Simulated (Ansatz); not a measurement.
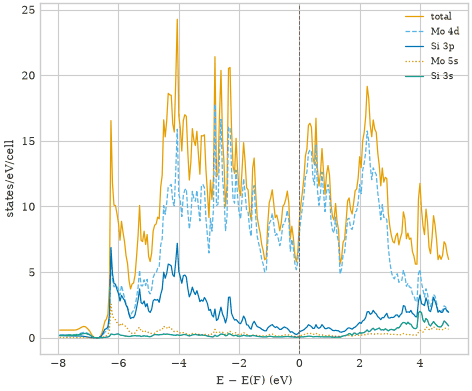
Figure. Total and projected density of states of Si3Mo5 in space group I4/mcm (No. 140; Si on 4a, Mo on 4b, Si on 8h, Mo on 16k), DFT-PBEsol in the program Ansatz with PAW potentials

Which orbitals carry the states next to the Fermi level?

Within 0.5 eV of the Fermi level: Mo 4d 88 %, Si 3p 6 %. Projections are on Löwdin-orthogonalised atomic valence shells; empty p or d shells of many metals are not among them.

Where is the tallest occupied peak in this window, and what makes it?

Near -4.0 eV, about 24 states/eV per cell; the largest projected share is Mo 4d.

The workflow started from an entry of the Crystallography Open Database (COD). Its standing as an ambient phase is unchecked. The PBEsol relaxation kept the symmetry of its start; whether a distortion lowers the energy is not shown. The run is not spin-polarised. Scalar-relativistic: spin–orbit coupling is off unless named, which matters more the heavier the elements.

Potentials: the later of the program's two PAW sets.
